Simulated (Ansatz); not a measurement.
Te: Te → Ir

Take Te (space group P3_121, No. 152; a = 4.624 Å, c = 5.904 Å; made of chains) as the base.

Perturbation: full substitution Te → Ir; the structure is relaxed again.

All numbers come from Ansatz (a quantum-chemistry and plane-wave program) r2SCAN, spin-orbit coupling left out, earlier PAW set. Γ-centred 18×18×18 mesh, Fermi–Dirac width 0.05 eV, for the changed cell.

```csv
quantity,base,changed,shift
density,5.82 g/cm³,19.22 g/cm³,+13.40 g/cm³
space group,P3_121 (No. 152),Pm-3m (No. 221),–
shortest interatomic distance,2.827 Å,2.551 Å,-0.276 Å
band gap,0.54 eV,zero,–
```

Final structure:

```
Ir
1.0
    2.55135     0.00000     0.00000
    0.00000     2.55135     0.00000
    0.00000     0.00000     2.55135
Ir
1
Direct
  0.00000   0.00000   0.00000
```

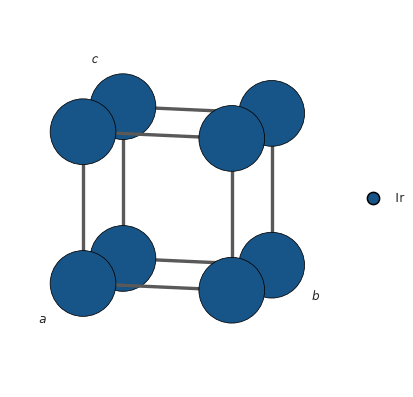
Figure. The relaxed conventional cell after the change

Cost of the whole job for the changed cell (relaxation, final SCF and bands): around 5 core-minutes (rough).

With Te present, leaving out spin-orbit coupling can change the band edges. No phonon test of stability was made. As relaxed here, Ir is a hypothetical phase, not in the database extracts checked. All final runs are without spin polarisation. No dispersion term is included, though the crystal is made of layers, chains or molecules, so its spacings can come out too wide.
